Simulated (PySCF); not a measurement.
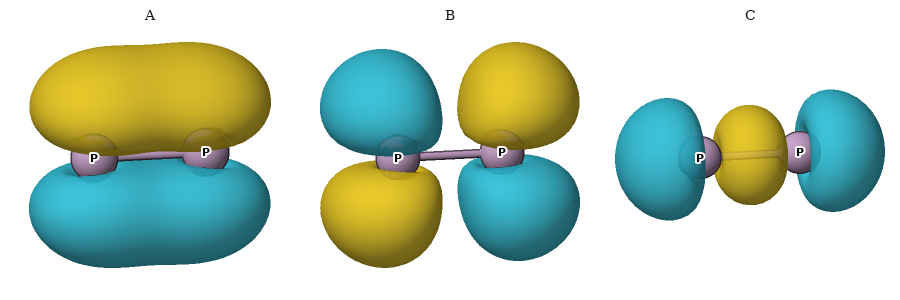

*P2. Three frontier orbitals, each drawn at the value that holds 80 % of its norm (yellow and cyan are the two phases), in no order; of a degenerate pair one member is drawn.*

The calculation used PySCF, PBE0/6-31G(d,p), non-relativistic, at a bond length of 1.895 Å.

**Label each orbital by symmetry, say whether it is occupied, and order them by energy.**

Orbital C: σg, occupied, −8.38 eV; with no node between the nuclei.
Orbital A: πu, occupied, −8.16 eV; with no node between the nuclei, bonding.
Orbital B: πg, empty, −2.62 eV; antibonding, with a node between the atoms.
